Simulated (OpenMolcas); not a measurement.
# C2HBF2 (SMILES C#CB(F)F): levels of theory compared

Aim: a comparison of 6 runs (HF/3-21G, HF/def2-SVPD, BHLYP/def2-SVPD, M06-L/def2-SVPD, r2SCAN/def2-SVPD, MP2/def2-SVPD) of C2HBF2. 

The calculation is run with OpenMolcas 26.06.

1 further run of the same task is left out (set aside as unsound or not needed).

## 1. The system as given

C2HBF2: 6 atoms, total charge 0, spin state singlet. SMILES: `C#CB(F)F`. The coordinates come from a PBE0-D4/def2-TZVP relaxation.

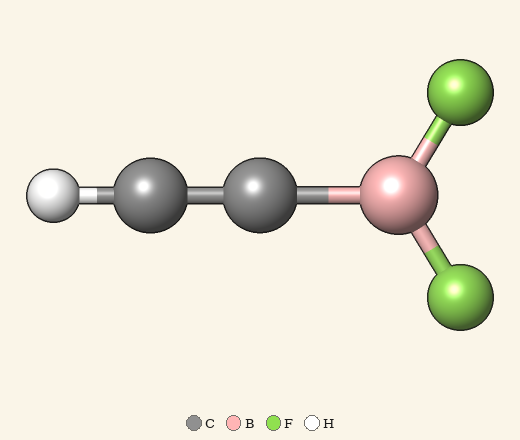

Viewed from a chosen angle; carbon grey, boron pink, fluorine green, hydrogen white.

## 2. Energy and forces at HF/3-21G (run 1)

test.inp reads:

```
&GATEWAY
  BASLIB = $CurrDir
  COORD
  6
  angstrom
  C       -0.883700       0.450800       1.253400
  C       -0.218600       0.106200       0.311700
  B        0.622000      -0.329200      -0.878400
  F        0.153600      -1.179500      -1.766600
  F        1.841700       0.131700      -1.054100
  H       -1.473000       0.756000       2.087900
  BASIS = 3-21G
  GROUP = NoSym

&SEWARD

&SCF
  THRESHOLDS = 1e-10 1e-07 1e-07 1e-05
  PRORBITALS = 0

&ALASKA
```

The basis set 3-21G is read from a file made from the Basis Set Exchange's data (not shown).

On the command line:

```console
$ export MOLCAS_MEM=1860
$ pymolcas test.inp > test.log
```

What it wrote:

```text
--- Start Module: gateway ---
[...]
--- Stop Module: gateway /rc=_RC_ALL_IS_WELL_ ---
[...]
      Basis functions           47
[...]
--- Start Module: scf ---
[...]
       Convergence after  13 Iterations
[...]
::    Total SCF energy                               -298.3451783450
[...]
      Total spin, S                                     0.0000000000
[...]
      Total electronic charge=   36.000000
      Total            charge=   -0.000000
[...]
      Dipole Moment (debye):
      Origin of the operator (angstrom)=    0.4059   -0.2173   -0.5725
                   X= -1.3822E+00               Y=  7.1666E-01               Z=  1.9578E+00           Total=  2.5014E+00
      Quadrupole Moment (debye*angstrom):
[...]
--- Stop Module: scf /rc=_RC_ALL_IS_WELL_ ---
--- Start Module: alaska ---
[...]
 *              Molecular gradients               *
 **************************************************
  Irreducible representation: a
 ------------------------------------------------------------------------------------------
                              X                       Y                       Z
 ------------------------------------------------------------------------------------------
  C1               -8.16867742978999E-03    4.24748603506142E-03    1.15550388091972E-02
  C2                1.49102535843912E-02   -7.74452547986959E-03   -2.11188374454592E-02
  B3                1.81663421023821E-02   -9.28292116148166E-03   -2.55506162627008E-02
  F4                6.43006491436182E-03    1.69573758969399E-02    1.96984421571500E-02
  F5               -2.50353786021638E-02   -7.43626217355509E-03    6.48383394983698E-03
  H6               -6.30260456920806E-03    3.25884688290889E-03    8.93213879195276E-03
 ------------------------------------------------------------------------------------------
--- Stop Module: alaska /rc=_RC_ALL_IS_WELL_ ---
[...]
```

It took 1.9 s on 1 thread of Intel Xeon 6975P-C (Granite Rapids), shared host; peak memory 0.38 GiB.

## 3. Energy and gradient at HF/def2-SVPD (run 2)

geom.xyz reads:

```xyz
6

C     -0.883700     0.450800     1.253400
C     -0.218600     0.106200     0.311700
B      0.622000    -0.329200    -0.878400
F      0.153600    -1.179500    -1.766600
F      1.841700     0.131700    -1.054100
H     -1.473000     0.756000     2.087900
```

run.input reads:

```
&gateway
  baslib=$CurrDir
  coord=geom.xyz
  basis=def2-SVPD
  group=NoSym

&seward

&scf
  thresholds=1e-10 1e-07 1e-07 1e-05
  prorbitals=1 1

&alaska
```

The basis set def2-SVPD is read from a file made from the Basis Set Exchange's data (not shown).

On the command line:

```console
$ export MOLCAS_MEM=1860
$ pymolcas run.input > run.log
```

What it wrote:

```text
--- Start Module: gateway ---
[...]
--- Stop Module: gateway /rc=_RC_ALL_IS_WELL_ ---
[...]
      Basis functions          114
[...]
--- Start Module: scf ---
[...]
       Convergence after  14 Iterations
[...]
::    Total SCF energy                               -299.7283558359
[...]
      Total spin, S                                     0.0000000000
[...]
      Total electronic charge=   36.000000
      Total            charge=   -0.000000
[...]
      Dipole Moment (debye):
      Origin of the operator (angstrom)=    0.4059   -0.2173   -0.5725
                   X= -1.2424E+00               Y=  6.4430E-01               Z=  1.7600E+00           Total=  2.2486E+00
      Quadrupole Moment (debye*angstrom):
[...]
--- Stop Module: scf /rc=_RC_ALL_IS_WELL_ ---
[...]
--- Start Module: alaska ---
[...]
 *              Molecular gradients               *
 **************************************************
  Irreducible representation: a
 ------------------------------------------------------------------------------------------
                              X                       Y                       Z
 ------------------------------------------------------------------------------------------
  C1               -9.99334446482969E-03    5.18789762081173E-03    1.41403061584136E-02
  C2                1.55161325256337E-02   -8.05254309875930E-03   -2.19735635162673E-02
  B3               -8.49999841600180E-03    4.49565709696548E-03    1.21530933051478E-02
  F4               -4.13465545484470E-03   -5.33798496612725E-03   -4.75916198763038E-03
  F5                7.33036690206212E-03    3.59800312931391E-03    1.23546900983262E-04
  H6               -2.18501092044576E-04    1.08970217800319E-04    3.15779139377970E-04
 ------------------------------------------------------------------------------------------
--- Stop Module: alaska /rc=_RC_ALL_IS_WELL_ ---
[...]
```

Run time: 15 s. Hardware: 1 thread of Intel Xeon 6975P-C (Granite Rapids), shared host; peak memory 0.69 GiB.

Runs 3 to 5 aren't shown in full; the table further down has their settings and results.

## 4. A single-point energy at MP2/def2-SVPD (run 6)

mol.input reads:

```
* C2HBF2 MP2

&GATEWAY
  BasLib = $CurrDir
  BasisSet
  C.def2-SVPD....
  C1 -0.883700 0.450800 1.253400 angstrom
  C2 -0.218600 0.106200 0.311700 angstrom
  End of Basis
  BasisSet
  B.def2-SVPD....
  B3 0.622000 -0.329200 -0.878400 angstrom
  End of Basis
  BasisSet
  F.def2-SVPD....
  F4 0.153600 -1.179500 -1.766600 angstrom
  F5 1.841700 0.131700 -1.054100 angstrom
  End of Basis
  BasisSet
  H.def2-SVPD....
  H6 -1.473000 0.756000 2.087900 angstrom
  End of Basis

&SEWARD

&SCF
  Thresholds = 1e-10 1e-07 1e-07 1e-05
  PrOrbitals = 0

&MBPT2
  Frozen = 5
```

The basis set def2-SVPD is read from a file made from the Basis Set Exchange's data (not shown).

On the command line:

```console
$ export MOLCAS_MEM=1860
$ pymolcas mol.input > mol.log
```

What it wrote:

```text
--- Start Module: gateway ---
[...]
--- Stop Module: gateway /rc=_RC_ALL_IS_WELL_ ---
[...]
      Basis functions          114
[...]
--- Start Module: scf ---
[...]
       Convergence after  14 Iterations
[...]
::    Total SCF energy                               -299.7283558359
[...]
      Total spin, S                                     0.0000000000
[...]
      Total electronic charge=   36.000000
      Total            charge=   -0.000000
[...]
      Dipole Moment (debye):
      Origin of the operator (angstrom)=    0.4059   -0.2173   -0.5725
                   X= -1.2424E+00               Y=  6.4430E-01               Z=  1.7600E+00           Total=  2.2486E+00
      Quadrupole Moment (debye*angstrom):
[...]
--- Stop Module: scf /rc=_RC_ALL_IS_WELL_ ---
[...]
--- Start Module: mbpt2 ---
[...]
WARNING!
Default frozen orbitals as non valence orbitals is overwritten by user input.
Default values:   5
[...]
       Reference weight ( Cref**2 )         =        0.82430
::    Total MBPT2 energy                             -300.4460302923
[...]
      Total MBPT2 calculations                           0.59      0.69
--- Stop Module: mbpt2 /rc=_RC_ALL_IS_WELL_ ---
[...]
```

Run time: 14 s. Hardware: 1 thread of Intel Xeon 6975P-C (Granite Rapids), shared host; peak memory 0.69 GiB.

## 5. All runs side by side

```tsv
run	level	integration grid	task	energy (Eh)	dipole moment (D) of the reference	HOMO energy (eV)	LUMO energy (eV)	wall time
1	HF/3-21G	–	gradient	-298.345178	2.50	-11.79	2.66	1.9 s
2	HF/def2-SVPD	–	gradient	-299.728356	2.25	-11.84	2.03	15 s
3	BHLYP/def2-SVPD	UltraFine	gradient	-301.065291	2.15	-10.12	-0.52	33 s
4	M06-L/def2-SVPD	UltraFine	gradient	-301.152510	1.88	-7.86	-2.15	45 s
5	r2SCAN/def2-SVPD	UltraFine	gradient	-301.042810	1.98	-7.95	-2.27	45 s
6	MP2/def2-SVPD	–	energy	-300.446030	2.25	-11.84	2.03	14 s
```

## 6. What came out

| quantity | value |
| --- | --- |
| run 6: total energy | -300.44603 Eh |
| run 6: dipole moment (mean-field density) | 2.25 D |
| run 6: HOMO energy (Hartree–Fock orbitals) | -11.84 eV |
| run 6: LUMO energy (Hartree–Fock orbitals) | 2.03 eV |
| run 6: HOMO–LUMO gap (Hartree–Fock orbitals) | 13.87 eV |
| run 6: correlation energy (5 core orbitals frozen) | -717.7 mEh |

**Reading.** Over runs 1, 2, 3, 4, 5 the dipole moment (its size) runs from 1.88 D (M06-L/def2-SVPD) to 2.50 D (HF/3-21G). The two ends differ in method and basis. Over runs 1, 2, 3, 4, 5 the HOMO–LUMO gap runs from 5.68 eV (r2SCAN/def2-SVPD) to 14.45 eV (HF/3-21G). Totals of different functionals can't be ranked against each other. All runs together took 2.6 min, the longest 45 s.
